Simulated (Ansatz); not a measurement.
## Electronic structure of GaH3···HCl in real space

The calculation's input:

```
crystal:
  periodic: [false, false, false]
  atoms:
    - { symbol: Ga, position_ang: [0.0, 0.0, 0.0] }
    - { symbol: H, position_ang: [0.0, 0.0, 1.92] }
    - { symbol: H, position_ang: [1.3596, 0.0, -0.785] }
    - { symbol: H, position_ang: [-1.3596, 0.0, -0.785] }
    - { symbol: Cl, position_ang: [0.1062, -2.4081, 0.8009] }
    - { symbol: H, position_ang: [0.0434, -0.9851, 1.9581] }
basis:
  gaussian: { orbitals: def2-SVP }
hamiltonian:
  xc: pbe
  dispersion: d4
relax:
  f_tol: 0.15
  max_steps: 25
  restrain:
    - { distance: [0, 4], at: 3.44, k: 30.0 }
    - { distance: [5, 1], at: 1.86, k: 30.0 }
    - { distance: [0, 1], at: 1.57, k: 30.0 }
    - { distance: [5, 4], at: 1.37, k: 30.0 }
output:
  orbitals: {}
```

Run with:

```sh
ansatz run input.yaml --threads 1 --pin off --max-ram 2048MiB --backend cpu --events-out ev --progress --plain --runs-dir out
```

The fields are those of the run's last geometry, not of the input's.

Not at a stationary point (largest force 0.9 eV/Å).

Computed with RKS PBE-D4/def2-SVP (Ansatz).

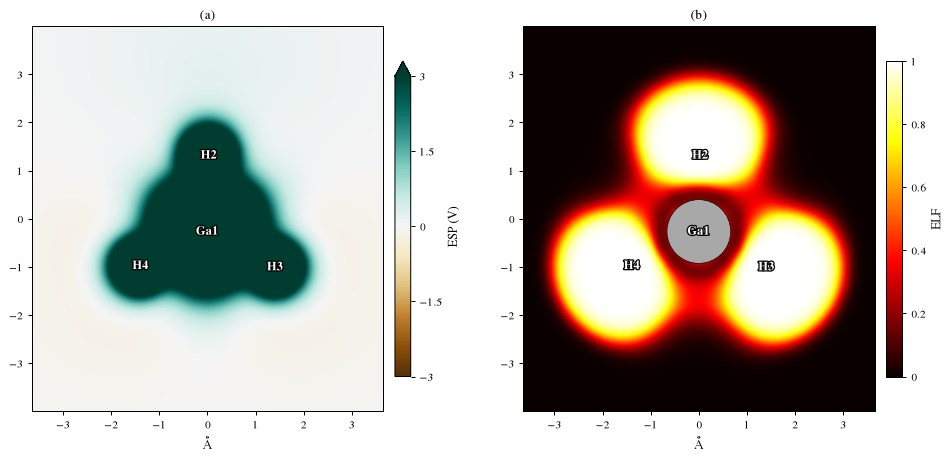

Figure 1. (a) electrostatic potential; (b) ELF on the plane of atoms H2, Ga1 and H4. Grey discs cover the atomic cores in the ELF map.

> Describe what can be read from this map.

The section cuts through Ga and H sites. Ga–H (1.57 Å): the ELF climbs to about 1 towards the hydrogen. The potential has no marked negative region in this plane.

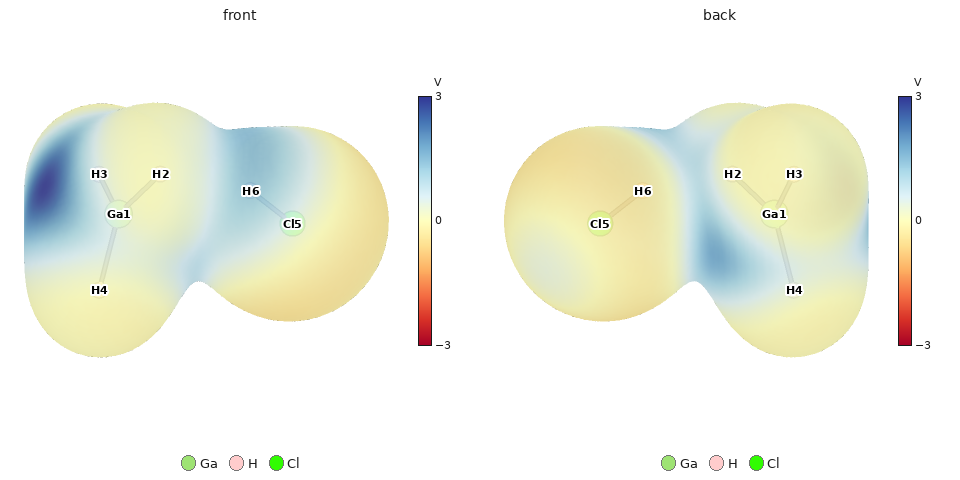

Figure 2. The molecular electrostatic potential painted on the density surface at 0.002 e/bohr³, seen from the front and from behind; the colour scale runs from red (negative) to blue (positive).

> Describe the electrostatic potential map.

The most negative region (about −0.5 V) lies over Cl5, the most positive (about +2.8 V) over Ga1. Cl5 shows a σ-hole: about +0.4 V at the tip opposite its bond, against about −0.3 V on its flanks.
